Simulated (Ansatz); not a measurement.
## Molecular dynamics, with input and output: AlSiH₇O₃ (part 1 of 3)

The run: molecular dynamics of AlSiH₇O₃. Method and program: UKS PBE0-D4/STO-3G (Ansatz 0.2.0).

It belongs to a series of runs on one base structure; here: dynamics from the start. Figures and captions count atoms from 1; the log counts them from 0 in places.

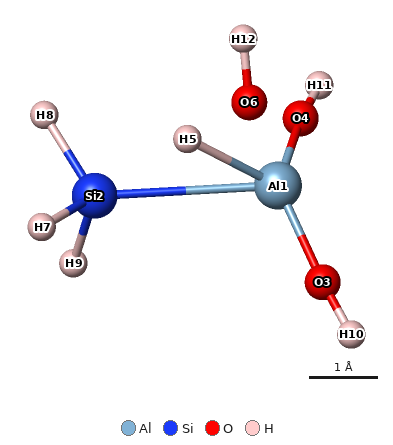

Figure 1. The structure as given in the input (ball-and-stick view, seen on its broad side; atoms are numbered from 1 in the order of the input). Sticks mark near contacts. Bond lengths as drawn: Al–H 1.83 Å, Al–O 1.64 to 1.65 Å, Al–Si 2.71 Å, H–O 0.94 to 0.95 Å and H–Si 1.47 to 1.48 Å.

### Results in brief

| quantity | value |
| --- | --- |
| outcome | finished |
| mean temperature over the second half | 1921 K |
| trajectory | 150 steps, 75 fs |
| ensemble | nve |
| temperature in the input | 100.0 K |
| time step | 0.5 fs |
| potential energy (last step) | −20460.0723 eV |
| mean-field energy (last step) | −20459.8878 eV |
| largest force (length of the vector) (last step) | 6.304 eV/Å |
| hardware | 1 thread of Arm Neoverse V1, 24 GiB of memory available, shared host |
| wall time | 10 min |
| peak memory | 0.15 GiB |

So short a trajectory is not equilibrated.

### Input file
```yaml
crystal:
  periodic: [false, false, false]
  atoms:
    - { symbol: Al, position_ang: [-1.0465, -0.1233, -0.0855] }
    - { symbol: Si, position_ang: [1.6356, -0.4613, -0.2764] }
    - { symbol: O, position_ang: [-1.714, -0.027, -1.5831] }
    - { symbol: O, position_ang: [-1.4842, -0.9761, 1.2542] }
    - { symbol: H, position_ang: [0.4394, 0.8914, 0.2314] }
    - { symbol: O, position_ang: [-0.3529, 1.848, 0.534] }
    - { symbol: H, position_ang: [2.5284, 0.3888, -1.083] }
    - { symbol: H, position_ang: [2.3764, -0.6227, 0.9911] }
    - { symbol: H, position_ang: [1.7721, -1.7815, -0.9072] }
    - { symbol: H, position_ang: [-2.1299, 0.1166, -2.4186] }
    - { symbol: H, position_ang: [-1.824, -1.5049, 1.9585] }
    - { symbol: H, position_ang: [-0.2002, 2.2521, 1.3845] }
magnetization:
  spin_polarized: true
basis:
  gaussian: { orbitals: STO-3G }
hamiltonian:
  xc: pbe0
  dispersion: d4
md:
  timestep: 0.5
  n_steps: 150
  ensemble: nve
  temperature: 100.0
  initial_velocities: maxwell_boltzmann
  seed: 617573
```

Launched with:
```bash
ansatz run input.yaml --threads 1 --pin off --max-ram 2048MiB --backend cpu --events-out ev --progress --plain --runs-dir out
```

### The program's output
```
Engine: ansatz 0.2.0, aarch64-unknown-linux-gnu
Functional definition: PBE0
  parameter a = 0.25
  parameter kappa = 0.804
  parameter beta = 0.06672455060314922
  exchange = (1 - a)*pbe_x(kappa = kappa, mu = beta*pi^2/3) + a*exact_x
  correlation = pbe_c(beta = beta)
543 factors; integrals over basis functions are off by at most 1.6e-5 eV
mean field evaluation 1: about -20453.1265 eV, gradient 2.8e1 eV
mean field evaluation 2: about -20450.4004 eV, gradient 3.6e1 eV
mean field evaluation 4: about -20458.1763 eV, gradient 1.9e0 eV
mean field evaluation 8: about -20458.1782 eV, gradient 4.0e-2 eV
mean field -20458.17819870 eV, -751.8241817510 hartree, gradient 2.9e-5 eV, S^2 0.000000; 0 other end points of the search recorded, 0 dependent functions left out
the calculation of the forces begins
reference -20458.17822078 eV, -751.8241825622 hartree; 29, 29 occupied and 11, 11 virtual orbitals, 543 factors
md step     0: t =     0.00 fs  T =   100.0 K  F+E_penalty+E_count = -20458.37564642 eV  E_kin = 0.129260 eV  conserved = -20458.24638642 eV  (26 SCF iters)
these checks for a lower state are left out or cut short: starts, cluster_reference, orbital_swaps, neighbouring_geometries, increment
543 factors; integrals over basis functions are off by at most 1.6e-5 eV
mean field evaluation 16: about -20458.2229 eV, gradient 3.9e-1 eV
mean field -20458.20135132 eV, -751.8250325942 hartree, gradient 2.4e-5 eV, S^2 0.000000; 0 other end points of the search recorded, 0 dependent functions left out
the calculation of the forces begins
reference -20458.20137337 eV, -751.8250334044 hartree; 29, 29 occupied and 11, 11 virtual orbitals, 543 factors
md step     1: t =     0.50 fs  T =   117.3 K  F+E_penalty+E_count = -20458.39891450 eV  E_kin = 0.151634 eV  conserved = -20458.24728033 eV  (29 SCF iters)
[... from here on the SCF iterations and repeated set-up lines of each step are left out, up to the last step ...]
md step     2: t =     1.00 fs  T =   198.6 K  F+E_penalty+E_count = -20458.50698855 eV  E_kin = 0.256721 eV  conserved = -20458.25026786 eV  (29 SCF iters)
md step     3: t =     1.50 fs  T =   310.1 K  F+E_penalty+E_count = -20458.65402772 eV  E_kin = 0.400808 eV  conserved = -20458.25322002 eV  (29 SCF iters)
md step     4: t =     2.00 fs  T =   416.9 K  F+E_penalty+E_count = -20458.79339579 eV  E_kin = 0.538908 eV  conserved = -20458.25448730 eV  (27 SCF iters)
md step     5: t =     2.50 fs  T =   502.2 K  F+E_penalty+E_count = -20458.90313177 eV  E_kin = 0.649171 eV  conserved = -20458.25396071 eV  (27 SCF iters)
md step     6: t =     3.00 fs  T =   569.8 K  F+E_penalty+E_count = -20458.98912707 eV  E_kin = 0.736486 eV  conserved = -20458.25264099 eV  (28 SCF iters, 3 dispersion substeps)
md step     7: t =     3.50 fs  T =   633.8 K  F+E_penalty+E_count = -20459.07101753 eV  E_kin = 0.819270 eV  conserved = -20458.25174716 eV  (28 SCF iters, 3 dispersion substeps)
md step     8: t =     4.00 fs  T =   705.3 K  F+E_penalty+E_count = -20459.16382276 eV  E_kin = 0.911720 eV  conserved = -20458.25210307 eV  (27 SCF iters, 3 dispersion substeps)
md step     9: t =     4.50 fs  T =   782.6 K  F+E_penalty+E_count = -20459.26529793 eV  E_kin = 1.011545 eV  conserved = -20458.25375327 eV  (27 SCF iters, 3 dispersion substeps)
md step    10: t =     5.00 fs  T =   850.7 K  F+E_penalty+E_count = -20459.35530245 eV  E_kin = 1.099644 eV  conserved = -20458.25565846 eV  (27 SCF iters, 3 dispersion substeps)
md step    11: t =     5.50 fs  T =   893.6 K  F+E_penalty+E_count = -20459.41099898 eV  E_kin = 1.155013 eV  conserved = -20458.25598622 eV  (26 SCF iters, 3 dispersion substeps)
md step    12: t =     6.00 fs  T =   911.4 K  F+E_penalty+E_count = -20459.43191429 eV  E_kin = 1.178014 eV  conserved = -20458.25390049 eV  (26 SCF iters, 3 dispersion substeps)
md step    13: t =     6.50 fs  T =   926.6 K  F+E_penalty+E_count = -20459.44924995 eV  E_kin = 1.197686 eV  conserved = -20458.25156392 eV  (26 SCF iters, 3 dispersion substeps)
md step    14: t =     7.00 fs  T =   962.1 K  F+E_penalty+E_count = -20459.49565263 eV  E_kin = 1.243651 eV  conserved = -20458.25200135 eV  (25 SCF iters, 3 dispersion substeps)
md step    15: t =     7.50 fs  T =  1015.1 K  F+E_penalty+E_count = -20459.56645023 eV  E_kin = 1.312105 eV  conserved = -20458.25434522 eV  (25 SCF iters, 3 dispersion substeps)
md step    16: t =     8.00 fs  T =  1064.6 K  F+E_penalty+E_count = -20459.63132397 eV  E_kin = 1.376071 eV  conserved = -20458.25525314 eV  (25 SCF iters, 3 dispersion substeps)
md step    17: t =     8.50 fs  T =  1101.3 K  F+E_penalty+E_count = -20459.67773547 eV  E_kin = 1.423507 eV  conserved = -20458.25422826 eV  (25 SCF iters, 3 dispersion substeps)
md step    18: t =     9.00 fs  T =  1133.0 K  F+E_penalty+E_count = -20459.71812170 eV  E_kin = 1.464457 eV  conserved = -20458.25366473 eV  (25 SCF iters, 3 dispersion substeps)
md step    19: t =     9.50 fs  T =  1163.4 K  F+E_penalty+E_count = -20459.75852602 eV  E_kin = 1.503748 eV  conserved = -20458.25477780 eV  (24 SCF iters, 3 dispersion substeps)
md step    20: t =    10.00 fs  T =  1180.7 K  F+E_penalty+E_count = -20459.78223553 eV  E_kin = 1.526137 eV  conserved = -20458.25609872 eV  (27 SCF iters, 3 dispersion substeps)
md step    21: t =    10.50 fs  T =  1171.2 K  F+E_penalty+E_count = -20459.76978521 eV  E_kin = 1.513950 eV  conserved = -20458.25583565 eV  (27 SCF iters, 3 dispersion substeps)
md step    22: t =    11.00 fs  T =  1137.7 K  F+E_penalty+E_count = -20459.72451545 eV  E_kin = 1.470655 eV  conserved = -20458.25386074 eV  (27 SCF iters, 3 dispersion substeps)
md step    23: t =    11.50 fs  T =  1101.7 K  F+E_penalty+E_count = -20459.67541105 eV  E_kin = 1.424104 eV  conserved = -20458.25130685 eV  (27 SCF iters, 3 dispersion substeps)
md step    24: t =    12.00 fs  T =  1092.1 K  F+E_penalty+E_count = -20459.66101783 eV  E_kin = 1.411599 eV  conserved = -20458.24941844 eV  (27 SCF iters, 3 dispersion substeps)
md step    25: t =    12.50 fs  T =  1130.8 K  F+E_penalty+E_count = -20459.71054935 eV  E_kin = 1.461608 eV  conserved = -20458.24894170 eV  (27 SCF iters, 3 dispersion substeps)
md step    26: t =    13.00 fs  T =  1223.4 K  F+E_penalty+E_count = -20459.83152579 eV  E_kin = 1.581362 eV  conserved = -20458.25016410 eV  (27 SCF iters, 3 dispersion substeps)
md step    27: t =    13.50 fs  T =  1355.6 K  F+E_penalty+E_count = -20460.00516177 eV  E_kin = 1.752225 eV  conserved = -20458.25293721 eV  (27 SCF iters, 3 dispersion substeps)
md step    28: t =    14.00 fs  T =  1495.2 K  F+E_penalty+E_count = -20460.18930363 eV  E_kin = 1.932716 eV  conserved = -20458.25658804 eV  (26 SCF iters, 3 dispersion substeps)
md step    29: t =    14.50 fs  T =  1601.9 K  F+E_penalty+E_count = -20460.33021964 eV  E_kin = 2.070568 eV  conserved = -20458.25965149 eV  (27 SCF iters, 3 dispersion substeps)
md step    30: t =    15.00 fs  T =  1645.0 K  F+E_penalty+E_count = -20460.38624102 eV  E_kin = 2.126304 eV  conserved = -20458.25993705 eV  (26 SCF iters, 3 dispersion substeps)
md step    31: t =    15.50 fs  T =  1627.5 K  F+E_penalty+E_count = -20460.35990561 eV  E_kin = 2.103707 eV  conserved = -20458.25619910 eV  (25 SCF iters, 3 dispersion substeps)
md step    32: t =    16.00 fs  T =  1594.2 K  F+E_penalty+E_count = -20460.31200229 eV  E_kin = 2.060670 eV  conserved = -20458.25133253 eV  (25 SCF iters, 3 dispersion substeps)
md step    33: t =    16.50 fs  T =  1598.3 K  F+E_penalty+E_count = -20460.31686428 eV  E_kin = 2.065976 eV  conserved = -20458.25088831 eV  (25 SCF iters, 3 dispersion substeps)
md step    34: t =    17.00 fs  T =  1651.2 K  F+E_penalty+E_count = -20460.38847944 eV  E_kin = 2.134370 eV  conserved = -20458.25410960 eV  (25 SCF iters, 3 dispersion substeps)
md step    35: t =    17.50 fs  T =  1730.1 K  F+E_penalty+E_count = -20460.49109153 eV  E_kin = 2.236315 eV  conserved = -20458.25477651 eV  (26 SCF iters, 3 dispersion substeps)
md step    36: t =    18.00 fs  T =  1827.9 K  F+E_penalty+E_count = -20460.61634436 eV  E_kin = 2.362769 eV  conserved = -20458.25357505 eV  (26 SCF iters, 3 dispersion substeps)
md step    37: t =    18.50 fs  T =  1949.4 K  F+E_penalty+E_count = -20460.77534953 eV  E_kin = 2.519804 eV  conserved = -20458.25554536 eV  (25 SCF iters, 3 dispersion substeps)
md step    38: t =    19.00 fs  T =  2071.1 K  F+E_penalty+E_count = -20460.93623437 eV  E_kin = 2.677068 eV  conserved = -20458.25916680 eV  (24 SCF iters, 3 dispersion substeps)
md step    39: t =    19.50 fs  T =  2152.9 K  F+E_penalty+E_count = -20461.04284989 eV  E_kin = 2.782830 eV  conserved = -20458.26002023 eV  (25 SCF iters, 3 dispersion substeps)
md step    40: t =    20.00 fs  T =  2180.2 K  F+E_penalty+E_count = -20461.07579862 eV  E_kin = 2.818128 eV  conserved = -20458.25767090 eV  (27 SCF iters, 3 dispersion substeps)
md step    41: t =    20.50 fs  T =  2173.1 K  F+E_penalty+E_count = -20461.06326241 eV  E_kin = 2.808898 eV  conserved = -20458.25436413 eV  (27 SCF iters, 3 dispersion substeps)
md step    42: t =    21.00 fs  T =  2165.2 K  F+E_penalty+E_count = -20461.05069870 eV  E_kin = 2.798727 eV  conserved = -20458.25197216 eV  (27 SCF iters, 3 dispersion substeps)
md step    43: t =    21.50 fs  T =  2182.4 K  F+E_penalty+E_count = -20461.07212148 eV  E_kin = 2.820937 eV  conserved = -20458.25118442 eV  (26 SCF iters, 3 dispersion substeps)
md step    44: t =    22.00 fs  T =  2232.8 K  F+E_penalty+E_count = -20461.13800375 eV  E_kin = 2.886096 eV  conserved = -20458.25190738 eV  (26 SCF iters, 3 dispersion substeps)
md step    45: t =    22.50 fs  T =  2307.0 K  F+E_penalty+E_count = -20461.23577073 eV  E_kin = 2.982086 eV  conserved = -20458.25368469 eV  (26 SCF iters, 3 dispersion substeps)
md step    46: t =    23.00 fs  T =  2383.8 K  F+E_penalty+E_count = -20461.33706513 eV  E_kin = 3.081255 eV  conserved = -20458.25581006 eV  (26 SCF iters, 3 dispersion substeps)
md step    47: t =    23.50 fs  T =  2438.5 K  F+E_penalty+E_count = -20461.40935577 eV  E_kin = 3.151968 eV  conserved = -20458.25738736 eV  (26 SCF iters, 3 dispersion substeps)
md step    48: t =    24.00 fs  T =  2454.8 K  F+E_penalty+E_count = -20461.43061048 eV  E_kin = 3.173056 eV  conserved = -20458.25755446 eV  (25 SCF iters, 3 dispersion substeps)
md step    49: t =    24.50 fs  T =  2433.7 K  F+E_penalty+E_count = -20461.40224402 eV  E_kin = 3.145842 eV  conserved = -20458.25640203 eV  (25 SCF iters, 3 dispersion substeps)
md step    50: t =    25.00 fs  T =  2391.1 K  F+E_penalty+E_count = -20461.34658044 eV  E_kin = 3.090769 eV  conserved = -20458.25581126 eV  (25 SCF iters, 3 dispersion substeps)
md step    51: t =    25.50 fs  T =  2338.2 K  F+E_penalty+E_count = -20461.27969818 eV  E_kin = 3.022301 eV  conserved = -20458.25739682 eV  (26 SCF iters, 3 dispersion substeps)
md step    52: t =    26.00 fs  T =  2269.0 K  F+E_penalty+E_count = -20461.19143453 eV  E_kin = 2.932968 eV  conserved = -20458.25846675 eV  (26 SCF iters, 3 dispersion substeps)
md step    53: t =    26.50 fs  T =  2186.4 K  F+E_penalty+E_count = -20461.08144707 eV  E_kin = 2.826157 eV  conserved = -20458.25528980 eV  (27 SCF iters, 3 dispersion substeps)
md step    54: t =    27.00 fs  T =  2127.9 K  F+E_penalty+E_count = -20461.00215498 eV  E_kin = 2.750481 eV  conserved = -20458.25167399 eV  (27 SCF iters, 3 dispersion substeps)
md step    55: t =    27.50 fs  T =  2126.4 K  F+E_penalty+E_count = -20461.00289689 eV  E_kin = 2.748594 eV  conserved = -20458.25430290 eV  (27 SCF iters, 3 dispersion substeps)
md step    56: t =    28.00 fs  T =  2153.2 K  F+E_penalty+E_count = -20461.04346418 eV  E_kin = 2.783258 eV  conserved = -20458.26020654 eV  (27 SCF iters, 3 dispersion substeps)
md step    57: t =    28.50 fs  T =  2143.6 K  F+E_penalty+E_count = -20461.03320537 eV  E_kin = 2.770865 eV  conserved = -20458.26234066 eV  (26 SCF iters, 3 dispersion substeps)
md step    58: t =    29.00 fs  T =  2065.7 K  F+E_penalty+E_count = -20460.92987374 eV  E_kin = 2.670144 eV  conserved = -20458.25973001 eV  (27 SCF iters, 3 dispersion substeps)
md step    59: t =    29.50 fs  T =  1938.6 K  F+E_penalty+E_count = -20460.76135640 eV  E_kin = 2.505822 eV  conserved = -20458.25553453 eV  (28 SCF iters, 3 dispersion substeps)
md step    60: t =    30.00 fs  T =  1803.9 K  F+E_penalty+E_count = -20460.58413057 eV  E_kin = 2.331785 eV  conserved = -20458.25234601 eV  (28 SCF iters, 3 dispersion substeps)
md step    61: t =    30.50 fs  T =  1696.2 K  F+E_penalty+E_count = -20460.44361708 eV  E_kin = 2.192549 eV  conserved = -20458.25106770 eV  (28 SCF iters, 3 dispersion substeps)
md step    62: t =    31.00 fs  T =  1629.7 K  F+E_penalty+E_count = -20460.35805171 eV  E_kin = 2.106498 eV  conserved = -20458.25155335 eV  (28 SCF iters, 3 dispersion substeps)
md step    63: t =    31.50 fs  T =  1598.5 K  F+E_penalty+E_count = -20460.31931161 eV  E_kin = 2.066169 eV  conserved = -20458.25314288 eV  (28 SCF iters, 3 dispersion substeps)
md step    64: t =    32.00 fs  T =  1584.1 K  F+E_penalty+E_count = -20460.30252945 eV  E_kin = 2.047582 eV  conserved = -20458.25494783 eV  (28 SCF iters, 3 dispersion substeps)
md step    65: t =    32.50 fs  T =  1565.9 K  F+E_penalty+E_count = -20460.28005273 eV  E_kin = 2.024029 eV  conserved = -20458.25602324 eV  (28 SCF iters, 3 dispersion substeps)
md step    66: t =    33.00 fs  T =  1531.6 K  F+E_penalty+E_count = -20460.23569771 eV  E_kin = 1.979731 eV  conserved = -20458.25596624 eV  (27 SCF iters, 3 dispersion substeps)
md step    67: t =    33.50 fs  T =  1481.1 K  F+E_penalty+E_count = -20460.17025920 eV  E_kin = 1.914507 eV  conserved = -20458.25575173 eV  (28 SCF iters, 3 dispersion substeps)
md step    68: t =    34.00 fs  T =  1416.3 K  F+E_penalty+E_count = -20460.08790201 eV  E_kin = 1.830746 eV  conserved = -20458.25715582 eV  (27 SCF iters, 3 dispersion substeps)
md step    69: t =    34.50 fs  T =  1326.6 K  F+E_penalty+E_count = -20459.97421907 eV  E_kin = 1.714801 eV  conserved = -20458.25941854 eV  (27 SCF iters, 3 dispersion substeps)
md step    70: t =    35.00 fs  T =  1203.3 K  F+E_penalty+E_count = -20459.81246546 eV  E_kin = 1.555401 eV  conserved = -20458.25706453 eV  (27 SCF iters, 3 dispersion substeps)
md step    71: t =    35.50 fs  T =  1090.4 K  F+E_penalty+E_count = -20459.65715978 eV  E_kin = 1.409458 eV  conserved = -20458.24770177 eV  (27 SCF iters, 3 dispersion substeps)
md step    72: t =    36.00 fs  T =  1089.5 K  F+E_penalty+E_count = -20459.65063060 eV  E_kin = 1.408274 eV  conserved = -20458.24235648 eV  (27 SCF iters, 3 dispersion substeps)
md step    73: t =    36.50 fs  T =  1250.5 K  F+E_penalty+E_count = -20459.86668159 eV  E_kin = 1.616423 eV  conserved = -20458.25025817 eV  (27 SCF iters, 3 dispersion substeps)
md step    74: t =    37.00 fs  T =  1493.6 K  F+E_penalty+E_count = -20460.19166031 eV  E_kin = 1.930569 eV  conserved = -20458.26109143 eV  (27 SCF iters, 3 dispersion substeps)
md step    75: t =    37.50 fs  T =  1697.5 K  F+E_penalty+E_count = -20460.45844827 eV  E_kin = 2.194251 eV  conserved = -20458.26419726 eV  (27 SCF iters, 3 dispersion substeps)
md step    76: t =    38.00 fs  T =  1811.1 K  F+E_penalty+E_count = -20460.60197685 eV  E_kin = 2.341014 eV  conserved = -20458.26096272 eV  (26 SCF iters, 3 dispersion substeps)
md step    77: t =    38.50 fs  T =  1855.9 K  F+E_penalty+E_count = -20460.65527982 eV  E_kin = 2.398941 eV  conserved = -20458.25633834 eV  (29 SCF iters, 3 dispersion substeps)
md step    78: t =    39.00 fs  T =  1878.4 K  F+E_penalty+E_count = -20460.68100974 eV  E_kin = 2.428028 eV  conserved = -20458.25298153 eV  (29 SCF iters, 3 dispersion substeps)
md step    79: t =    39.50 fs  T =  1916.3 K  F+E_penalty+E_count = -20460.72832770 eV  E_kin = 2.476979 eV  conserved = -20458.25134896 eV  (29 SCF iters, 3 dispersion substeps)
md step    80: t =    40.00 fs  T =  1989.1 K  F+E_penalty+E_count = -20460.82210841 eV  E_kin = 2.571066 eV  conserved = -20458.25104197 eV  (29 SCF iters, 3 dispersion substeps)
md step    81: t =    40.50 fs  T =  2101.0 K  F+E_penalty+E_count = -20460.96718153 eV  E_kin = 2.715691 eV  conserved = -20458.25149032 eV  (28 SCF iters, 3 dispersion substeps)
```
